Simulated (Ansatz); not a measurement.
**BClGeH4: small, medium and large basis sets**

How large a basis does BClGeH4 need? Two functionals are run in growing sets.

Method: one geometry, several basis sets; program: Ansatz 0.2.0, Gaussian basis.

Levels to be run: PBE0-D4/def2-SVP; ωB97M-V/def2-SVP; PBE0-D4/def2-QZVPP; ωB97M-V/def2-QZVPP; the functionals' def2-TZVPP values are taken from earlier runs.

### 1 The relaxed structure

All runs share one geometry, relaxed beforehand with PBE0-D4 in a triple-zeta def2 set.

7 atoms, charge 0, spin multiplicity 1.

Atoms are counted from 1 here; the program's logs count them from 0.

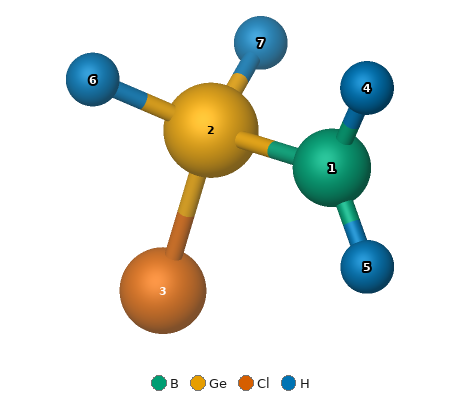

The structure; boron teal, germanium amber, chlorine orange, hydrogen blue; atoms are numbered from 1 in the order of the file.

Coordinates:

```mol
BClGeH4
  3D, bonds by distance, orders not assigned

  7  6  0  0  0  0  0  0  0  0999 V2000
   -1.0483   -0.0560   -0.7381 B   0  0
    0.6142   -0.1222    0.4653 Ge  0  0
    1.6482    1.7838    0.4698 Cl  0  0
   -1.7207   -1.0377   -0.8434 H   0  0
   -1.3524    0.9336   -1.3275 H   0  0
    0.2698   -0.4127    1.9373 H   0  0
    1.6504   -1.1570   -0.0092 H   0  0
  1  2  8  0
  2  3  8  0
  1  4  8  0
  1  5  8  0
  2  6  8  0
  2  7  8  0
M  END
```

### 2 PBE0-D4 in def2-SVP

File in.yaml:

```yaml
crystal:
  periodic: [false, false, false]
  atoms:
    - {symbol: B, position_ang: [-1.048285, -0.055985, -0.738103]}
    - {symbol: Ge, position_ang: [0.614229, -0.122182, 0.465330]}
    - {symbol: Cl, position_ang: [1.648221, 1.783827, 0.469764]}
    - {symbol: H, position_ang: [-1.720651, -1.037663, -0.843436]}
    - {symbol: H, position_ang: [-1.352414, 0.933573, -1.327487]}
    - {symbol: H, position_ang: [0.269785, -0.412697, 1.937311]}
    - {symbol: H, position_ang: [1.650415, -1.156972, -0.009180]}
basis:
  gaussian: {orbitals: def2-SVP}
hamiltonian: {xc: pbe0, dispersion: d4}
output: {orbitals: {seedname: orbitals}}
```

On the command line:

```sh
$ ansatz run in.yaml --threads 2 --pin off --events-out ev --progress --plain --max-ram 4352MiB
```

Further steps of the session: ωB97M-V in def2-SVP; PBE0-D4 in def2-QZVPP; ωB97M-V in def2-QZVPP.

**Question.** What will the summary of the whole plan be? Wanted: PBE0-D4: double and triple zeta above quadruple; ωB97M-V: double and triple zeta above quadruple.

As calculated:

| quantity | value |
| --- | --- |
| PBE0-D4: double and triple zeta above quadruple | 13.92, 1.64 eV |
| ωB97M-V: double and triple zeta above quadruple | 13.91, 1.59 eV |

What this shows: For PBE0-D4 the step from double to triple zeta gains 12.29 eV and the next only 1.64 eV. Total energies overstate the basis error of differences, where much of it tends to cancel.
